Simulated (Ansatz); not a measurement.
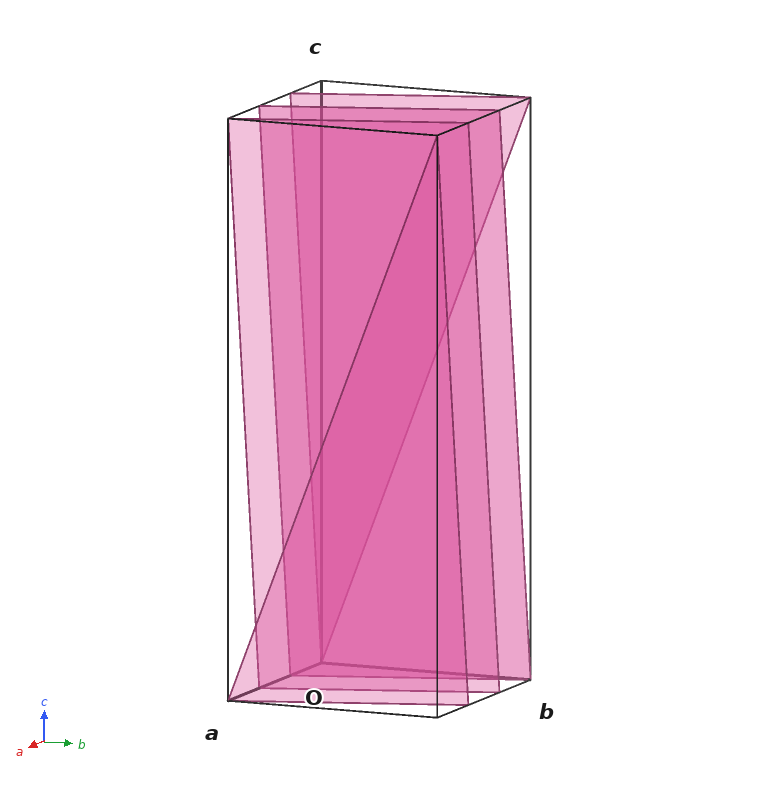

Every member of one family of equally spaced planes, hx + ky + lz = a whole number, that cuts the unit cell is shaded (one member passes through the origin O). Crystal: AlGaOs, coordinates from a relaxation with Ansatz 0.2.0, DFT PBE, scalar-relativistic, plane waves, PAW; the starting structure was generated, so it need not be a known form of this composition. The drawing is computed from the coordinates (standard cell, symmetry found to 0.002 Å).

a = 3.208 Å, b = 3.208 Å, c = 8.293 Å, α = 90.00°, β = 90.00°, γ = 90.00°.

Which (hkl) family is drawn?

Answer. (3 1 −1); the opposite sign names the same planes. The member next to the origin meets the axes a at 1/3, b at 1, c at −1.

What is the spacing?

Answer. d = 1.007 Å.

The space group is I4mm (No. 107). How many reflections hkl are equivalent to this one (itself included), and does it occur?

Answer. 16 reflections are equivalent in the Laue class 4/mmm. The reflection is systematically absent, by the centring.
